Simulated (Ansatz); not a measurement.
The relaxed structure here is a generated cell of Ti2C: the first start was made by a random draw of sites in a space group, and the end was not matched to a known phase here, so it may be hypothetical.

One stationary structure of Ti2C. Method: PBE (plane waves to 420 eV, PAW, scalar-relativistic; Ansatz, a program for electronic structure).

```xyz
9
Lattice="4.6618 0.0000 0.0000 -1.7099 4.5139 0.0000 -1.3237 -1.7397 5.4194" Properties=species:S:1:pos:R:3 pbc="T T T"
C     -0.6618    -0.8699     2.7097
C      2.8997    -1.0924     5.4148
C     -1.2714     3.8666     0.0045
Ti     0.7501     0.3985     1.8735
Ti     0.8782     2.3757     3.5458
Ti     0.3980    -0.8850     4.5138
Ti     1.2303     3.6592     0.9055
Ti    -1.6657     0.6820     3.9399
Ti     3.2940     2.0922     1.4795
```

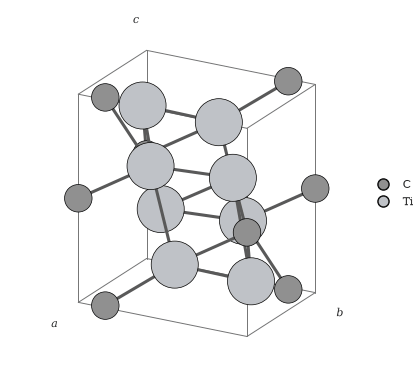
*The conventional cell of the relaxed structure*

For Ti2C, the volume per atom is 12.67 Å³, the band gap comes out as zero (metallic) and the shortest distances is C–C 1.56 Å; C–Ti 2.07 Å; Ti–Ti 2.59 Å. The k-mesh comes out as 11×10×8.

Band energies at high-symmetry points (eV from the Fermi level; labels of this space group; no spin-orbit coupling), from −5 eV up to 1.6 eV:

```json
[
 {"point": "Γ", "energies": "-4.83 -3.59 -3.32 -2.67 -2.47 -2.42 -2.15 -1.70 -1.06 -0.88 -0.80 -0.65 -0.26 0.14 0.42 0.78 1.15"},
 {"point": "X", "energies": "-4.81 -3.67 -3.39 -3.12 -2.39 -2.35 -1.94 -1.78 -1.26 -0.74 -0.74 -0.33 -0.22 0.32 0.35 0.64 1.11 1.44 1.50"},
 {"point": "Y", "energies": "-4.38 -3.62 -3.30 -2.91 -2.89 -2.82 -1.52 -1.24 -1.04 -0.87 -0.81 -0.56 -0.21 0.15 0.27 0.54 1.06 1.23"},
 {"point": "Z", "energies": "-3.60 -3.43 -2.57 -2.35 -2.09 -1.59 -1.48 -1.17 -0.79 -0.64 -0.36 -0.33 -0.02 0.28 0.42 1.28 1.45 1.48"},
 {"point": "R2", "energies": "-4.89 -4.75 -4.21 -3.48 -3.38 -2.73 -1.67 -1.25 -1.24 -0.97 -0.82 -0.43 -0.40 -0.09 -0.09 0.10 0.49 0.90 1.30 1.37 1.55"},
 {"point": "T2", "energies": "-4.32 -3.89 -3.22 -3.03 -2.75 -2.71 -1.58 -0.99 -0.85 -0.73 -0.37 -0.36 -0.04 0.21 0.43 0.62 1.01 1.14 1.47 1.57"},
 {"point": "U2", "energies": "-4.76 -3.98 -3.65 -3.34 -2.33 -2.26 -2.23 -1.33 -1.22 -1.19 -0.62 -0.35 -0.06 0.21 0.67 0.80 1.23 1.26 1.44 1.54"},
 {"point": "V2", "energies": "-4.82 -4.78 -4.43 -3.68 -3.53 -2.15 -2.08 -1.68 -1.47 -1.14 -1.05 -0.93 -0.52 -0.41 0.15 0.34 0.81 1.11"}
]
```

No spin polarisation in the result.

It was reached from a disturbed copy of a P-6m2 (No. 187) cell, against which it lies -2.21 eV/atom.
